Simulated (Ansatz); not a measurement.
Input

```
crystal:
  periodic: [false, false, false]
  atoms:
    - {symbol: Si, position_ang: [0.688384, 1.201443, -0.302076]}
    - {symbol: Cl, position_ang: [0.268978, -1.743962, -0.907056]}
    - {symbol: H, position_ang: [-0.107425, -1.813192, 0.317514]}
    - {symbol: Cl, position_ang: [0.424225, 0.690160, 1.723677]}
    - {symbol: Cl, position_ang: [-1.274063, 1.665551, -0.831959]}
basis:
  gaussian: {orbitals: def2-TZVPP}
hamiltonian: {xc: pbe0, dispersion: d4}
output: {orbitals: {seedname: orbitals}}
```

Command:

```sh
ansatz run in.yaml --threads 2 --pin off --events-out ev --progress --plain --max-ram 4352MiB
```

The product side of a reaction path; geometry: PBE0-D4/def2-TZVP.

Computed with RKS PBE0-D4/def2-TZVPP (Ansatz 0.2.0).

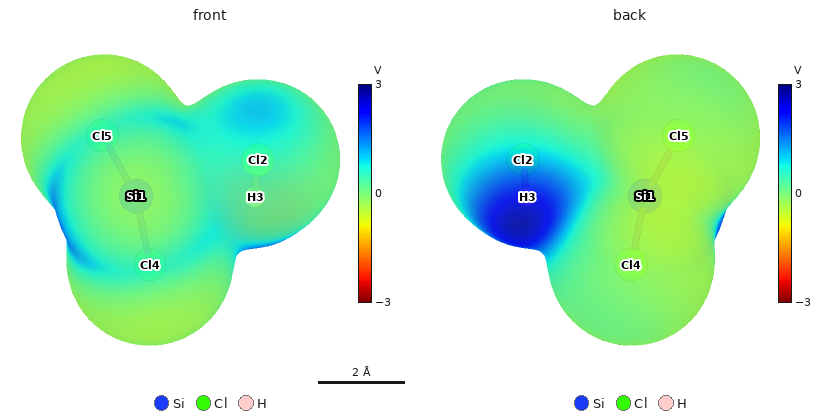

Cl$_{2}$Si···HCl. The electrostatic potential painted on the density surface at 0.002 e/bohr³, seen from the front and from behind; red is negative and blue positive.

**Where is the surface potential most negative and most positive?**

The most negative region (about −0.5 V) lies over Cl4 and Cl5, the most positive (about +2.6 V) over H3. Cl2 shows a σ-hole: about +1.1 V at the tip opposite its bond, against about 0.0 V on its flanks.
